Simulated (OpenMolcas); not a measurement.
**Excited-state calculation, with input and output: MoF6 (part 2 of 2)**

The same run, continued: MoF6 (molybdenum hexafluoride), SMILES [F][Mo]([F])([F])([F])([F])[F]; CASPT2/def2-SVP (OpenMolcas 26.06). The run did not end well. The atoms were displaced at random from an optimised geometry. The settings of this run were made unusual or wrong on purpose.

Geometry of the input (Å):
```
F  -0.9521  -0.0080  1.5362
Mo -0.0361  0.1026  0.0166
F  1.4041  -0.6753  0.8087
F  -0.5498  -1.6735  -0.6131
F  -1.3972  0.7916  -0.8682
F  0.6695  1.6968  0.5310
F  0.7687  0.2194  -1.6850
```

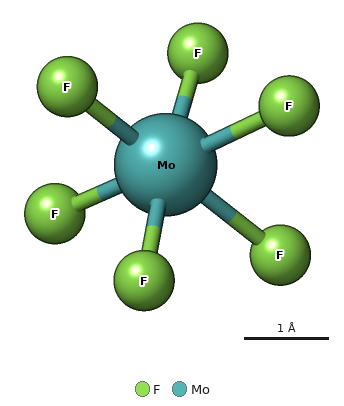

Figure 1. The input geometry (ball-and-stick view, seen at a tilt). Sticks mark near contacts.

Output, continued
```
      ************************************************************************************************************************
                                                      Wave function printout:
                       occupation of active orbitals, and spin coupling of open shells (u,d: Spin up or down)
      ************************************************************************************************************************

      Note: transformation to natural orbitals
      has been made, which may change the order of the CSFs.

      printout of CI-coefficients larger than  0.05 for root  1
      energy=    -663.307793
      conf/sym  1111111111     Coeff  Weight
             1  2222200000   0.89492 0.80088
             3  2222u0d000   0.05488 0.00301
             9  222u200d00   0.27074 0.07330
            14  22u2200d00   0.07282 0.00530
            23  u22220d000   0.10833 0.01174
            61  22u2d0ud00   0.05821 0.00339
           107  2220200200  -0.10328 0.01067
           122  22ud200200  -0.07998 0.00640
           167  2202200200  -0.08165 0.00667
           182  2ud2200200   0.06692 0.00448
           239  0222202000  -0.05567 0.00310
           254  222uu0dd00   0.05539 0.00307
           264  22u2u0dd00   0.09399 0.00883
           274  2u22u0dd00  -0.05511 0.00304

      printout of CI-coefficients larger than  0.05 for root  2
      energy=    -663.211212
      conf/sym  1111111111     Coeff  Weight
             3  2222u0d000  -0.05788 0.00335
             4  2222u00d00  -0.91001 0.82812
            14  22u2200d00  -0.12852 0.01652
            19  2u22200d00   0.11541 0.01332
            31  222200ud00  -0.12682 0.01608
            47  222ud00200   0.14773 0.02182
            62  22u2d00200   0.12145 0.01475
            77  2u22d00200  -0.07475 0.00559
            91  u222d0ud00   0.06797 0.00462
           197  u2d2200200  -0.07171 0.00514
           241  022220ud00   0.05003 0.00250
           284  u222u0dd00   0.11397 0.01299
           639  u22du0d200  -0.05923 0.00351
           877  0222u02d00  -0.07235 0.00523

      printout of CI-coefficients larger than  0.05 for root  3
      energy=    -663.160329
      conf/sym  1111111111     Coeff  Weight
             1  2222200000  -0.05925 0.00351
             3  2222u0d000   0.19883 0.03953
             4  2222u00d00  -0.17802 0.03169
             5  2222u000d0  -0.05699 0.00325
             9  222u200d00  -0.10393 0.01080
            14  22u2200d00   0.48395 0.23420
            15  22u22000d0   0.05336 0.00285
            19  2u22200d00  -0.73795 0.54458
           107  2220200200  -0.06669 0.00445
           122  22ud200200  -0.17671 0.03122
           137  2u2d200200   0.09573 0.00917
           182  2ud2200200  -0.05678 0.00322
           212  2022200200   0.06031 0.00364
           254  222uu0dd00   0.09366 0.00877
           274  2u22u0dd00   0.07422 0.00551
           314  u22u20dd00  -0.05589 0.00312
           519  2220u0d200  -0.07986 0.00638

      printout of CI-coefficients larger than  0.05 for root  4
      energy=    -663.154594
      conf/sym  1111111111     Coeff  Weight
             1  2222200000  -0.06249 0.00390
             3  2222u0d000   0.09293 0.00864
             9  222u200d00  -0.05220 0.00273
            14  22u2200d00   0.74849 0.56023
            19  2u22200d00   0.55493 0.30795
           122  22ud200200  -0.08256 0.00682
           137  2u2d200200   0.05819 0.00339
           167  2202200200   0.10733 0.01152
           170  2202200ud0  -0.05088 0.00259
           182  2ud2200200   0.06833 0.00467
           212  2022200200  -0.08954 0.00802
           264  22u2u0dd00  -0.07783 0.00606
           274  2u22u0dd00  -0.08733 0.00763
           599  2u2du0d200   0.06156 0.00379

      Natural orbitals and occupation numbers for root  1
      sym 1:   1.980129   1.983161   1.954045   1.880594   1.965697   0.013880   0.059210   0.143507   0.017031   0.002746

      Natural orbitals and occupation numbers for root  2
      sym 1:   1.937437   1.984079   1.994659   1.974105   1.002009   0.014459   0.050123   1.022872   0.017794   0.002463

      Natural orbitals and occupation numbers for root  3
      sym 1:   1.976723   1.091408   1.982644   1.905051   1.918655   0.008274   0.095309   0.990888   0.020679   0.010368

      Natural orbitals and occupation numbers for root  4
      sym 1:   1.983240   1.940277   1.029140   1.986490   1.963414   0.011176   0.050404   1.018142   0.012656   0.005061

      ************************************************************************************************************************
      *                                                    Final results                                                     *
      ************************************************************************************************************************

++    Final optimization conditions:
      ------------------------------

      Average CI energy                            -663.20848192
      RASSCF energy for state  4                   -663.15459391
      Super-CI energy                                -0.29281501
      RASSCF energy change                            0.00000000
      Max change in MO coefficients              -1.215E-01
      Max non-diagonal density matrix element     1.292E-01
      Maximum BLB matrix element                  2.630E-01
      (orbital pair  18,  45 in symmetry   1)
      Norm of electronic gradient            6.769E-01
--

      Final state energy(ies):
      ------------------------

::    RASSCF root number  1 Total energy:   -663.30779273
::    RASSCF root number  2 Total energy:   -663.21121248
::    RASSCF root number  3 Total energy:   -663.16032858
::    RASSCF root number  4 Total energy:   -663.15459391
      Von Neumann Entropy (Root   1) =  0.71159

      Mulliken population analysis for root number:  1
      -----------------------------------------------

++    Molecular charges:
      ------------------

      Mulliken charges per centre
      ---------------------------

                F1      MO2     F3      F4      F5      F6      F7
      Total    9.5969 10.8798  9.2986  9.7126  9.1773  9.6554  9.6793

      N-E     -0.5969  3.1202 -0.2986 -0.7126 -0.1773 -0.6554 -0.6793

      Total electronic charge=   68.000000

      Total            charge=   -0.000000
--

      Expectation values of various properties for root number:  1
      -----------------------------------------------------------

++    Molecular properties:
      ---------------------

      Charge (e):
                      =   -0.0000
      Dipole Moment (debye):
      Origin of the operator (angstrom)=   -0.0217    0.0789   -0.0184
                   X= -1.6706E+00               Y=  1.7179E+00               Z=  1.1326E+00           Total=  2.6505E+00
      Quadrupole Moment (debye*angstrom):
      Origin of the operator (angstrom)=   -0.0217    0.0789   -0.0184
                  XX= -5.4686E+01              XY= -5.2557E+00              XZ=  3.7374E+00              YY= -6.2440E+01
                  YZ= -3.9943E+00              ZZ= -6.1540E+01
      In traceless form (debye*angstrom)
                  XX=  7.3042E+00              XY= -7.8836E+00              XZ=  5.6061E+00              YY= -4.3268E+00
                  YZ= -5.9914E+00              ZZ= -2.9774E+00
--

      Von Neumann Entropy (Root   2) =  1.32978

      Mulliken population analysis for root number:  2
      -----------------------------------------------

++    Molecular charges:
      ------------------

      Mulliken charges per centre
      ---------------------------

                F1      MO2     F3      F4      F5      F6      F7
      Total    9.5993 11.1445  9.2551  9.7135  8.9272  9.6751  9.6852

      N-E     -0.5993  2.8555 -0.2551 -0.7135  0.0728 -0.6751 -0.6852

      Total electronic charge=   68.000000

      Total            charge=   -0.000000
--

      Expectation values of various properties for root number:  2
      -----------------------------------------------------------

++    Molecular properties:
      ---------------------

      Charge (e):
                      =   -0.0000
      Dipole Moment (debye):
      Origin of the operator (angstrom)=   -0.0217    0.0789   -0.0184
                   X= -3.1468E+00               Y=  2.3539E+00               Z=  8.9001E-02           Total=  3.9308E+00
      Quadrupole Moment (debye*angstrom):
      Origin of the operator (angstrom)=   -0.0217    0.0789   -0.0184
                  XX= -5.2314E+01              XY= -7.0095E+00              XZ=  5.5044E+00              YY= -6.2143E+01
                  YZ= -5.6288E+00              ZZ= -6.0508E+01
      In traceless form (debye*angstrom)
                  XX=  9.0108E+00              XY= -1.0514E+01              XZ=  8.2567E+00              YY= -5.7317E+00
                  YZ= -8.4431E+00              ZZ= -3.2791E+00
--

      Von Neumann Entropy (Root   3) =  1.48186

      Mulliken population analysis for root number:  3
      -----------------------------------------------

++    Molecular charges:
      ------------------

      Mulliken charges per centre
      ---------------------------

                F1      MO2     F3      F4      F5      F6      F7
      Total    9.6074 11.1278  8.9357  9.7124  9.2673  9.6653  9.6840

      N-E     -0.6074  2.8722  0.0643 -0.7124 -0.2673 -0.6653 -0.6840

      Total electronic charge=   68.000000

      Total            charge=   -0.000000
--

      Expectation values of various properties for root number:  3
      -----------------------------------------------------------

++    Molecular properties:
      ---------------------

      Charge (e):
                      =   -0.0000
      Dipole Moment (debye):
      Origin of the operator (angstrom)=   -0.0217    0.0789   -0.0184
                   X=  1.6742E+00               Y= -1.2850E-01               Z=  2.8960E+00           Total=  3.3476E+00
      Quadrupole Moment (debye*angstrom):
      Origin of the operator (angstrom)=   -0.0217    0.0789   -0.0184
                  XX= -5.2007E+01              XY= -6.9406E+00              XZ=  5.5046E+00              YY= -6.1371E+01
                  YZ= -4.8350E+00              ZZ= -6.0704E+01
      In traceless form (debye*angstrom)
                  XX=  9.0303E+00              XY= -1.0411E+01              XZ=  8.2569E+00              YY= -5.0159E+00
                  YZ= -7.2526E+00              ZZ= -4.0144E+00
--

      Von Neumann Entropy (Root   4) =  1.32314

      Mulliken population analysis for root number:  4
      -----------------------------------------------

++    Molecular charges:
      ------------------

      Mulliken charges per centre
      ---------------------------

                F1      MO2     F3      F4      F5      F6      F7
      Total    9.6048 11.1714  8.8233  9.7137  9.3443  9.6635  9.6790

      N-E     -0.6048  2.8286  0.1767 -0.7137 -0.3443 -0.6635 -0.6790

      Total electronic charge=   68.000000

      Total            charge=   -0.000000
--

      Expectation values of various properties for root number:  4
      -----------------------------------------------------------

++    Molecular properties:
      ---------------------

      Charge (e):
                      =   -0.0000
      Dipole Moment (debye):
      Origin of the operator (angstrom)=   -0.0217    0.0789   -0.0184
                   X=  3.0348E+00               Y= -8.6730E-01               Z=  3.8223E+00           Total=  4.9571E+00
      Quadrupole Moment (debye*angstrom):
      Origin of the operator (angstrom)=   -0.0217    0.0789   -0.0184
                  XX= -5.1557E+01              XY= -7.1073E+00              XZ=  5.5332E+00              YY= -6.1624E+01
                  YZ= -5.6846E+00              ZZ= -5.9836E+01
      In traceless form (debye*angstrom)
                  XX=  9.1730E+00              XY= -1.0661E+01              XZ=  8.2998E+00              YY= -5.9272E+00
                  YZ= -8.5269E+00              ZZ= -3.2458E+00
--

      Average orbitals are written to the RASORB file
      Natural orbitals for root   1 are written to the RASORB.1 file
      Natural orbitals for root   2 are written to the RASORB.2 file
      Natural orbitals for root   3 are written to the RASORB.3 file
      Natural orbitals for root   4 are written to the RASORB.4 file
      Spin density orbitals for root   1 are written to the SPDORB.1 file
      Spin density orbitals for root   2 are written to the SPDORB.2 file
      Spin density orbitals for root   3 are written to the SPDORB.3 file
      Spin density orbitals for root   4 are written to the SPDORB.4 file

--- Stop Module: rasscf /rc=_RC_NOT_CONVERGED_ ---
           step6.RasOrb.4 step6.rasscf.h5 step6.SpdOrb.1 step6.SpdOrb.2 step6.SpdOrb.3 step6.SpdOrb.4 xmldump
--- Module rasscf spent 17 seconds ---

.#######################.
.# Convergence problem #.
.#######################.

    Timing: Wall=21.08 User=19.99 System=0.98
```
